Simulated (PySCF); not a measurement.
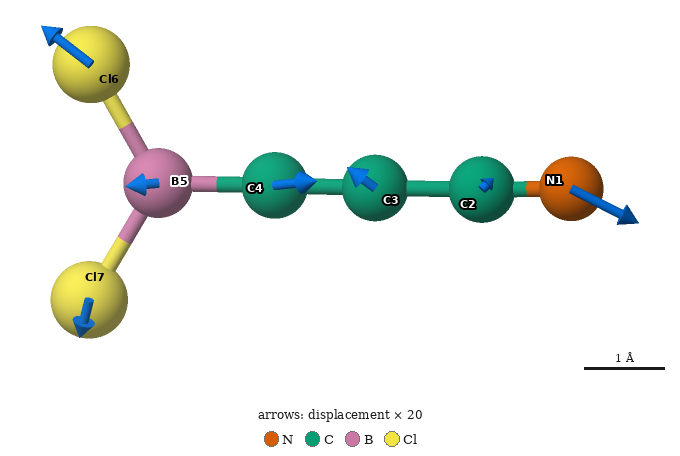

A relaxation of BC3NCl2. The starting structure is drawn; blue arrows show the displacements, magnified 20 times. The two geometries are superimposed by the best rigid fit.

The picture is a ball-and-stick view, seen face on.

The start comes from GFN2-xTB. Its atoms were then displaced at random by about 0.01 Å.

These are results of PySCF, PBE0-D3(BJ)/def2-SVP geometry optimisation, gas phase, not measurements. 

### What happened in the run?

The energy falls by 0.255 eV in 7 geometry steps. The atom that moves furthest after the best rigid fit is N1 (0.048 Å). By element the largest moves are N 0.048 Å, Cl 0.041 Å, C 0.034 Å, B 0.022 Å. Some distances before and after: C4–B5 1.472 → 1.521 Å, C3–C4 1.268 → 1.222 Å, N1–C2 1.128 → 1.163 Å, B5–Cl6 1.712 → 1.740 Å.
